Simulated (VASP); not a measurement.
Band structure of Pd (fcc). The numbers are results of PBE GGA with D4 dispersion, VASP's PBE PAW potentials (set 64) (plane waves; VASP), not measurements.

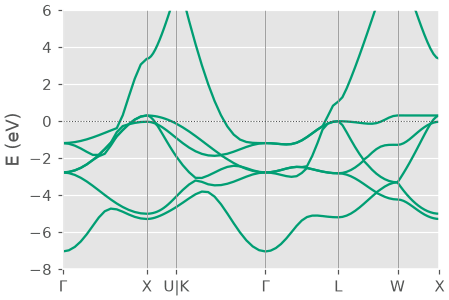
Figure: Bands along high-symmetry lines, zero at the valence-band maximum or, without a gap, the Fermi level

### Question
Read the plot: is there a gap, and where are the band edges?

### Answer
It has no gap at this level: it comes out as a metal or semimetal. (Edges off the drawn lines would not show.)

The compound is Pd in the fcc structure. It was relaxed first.
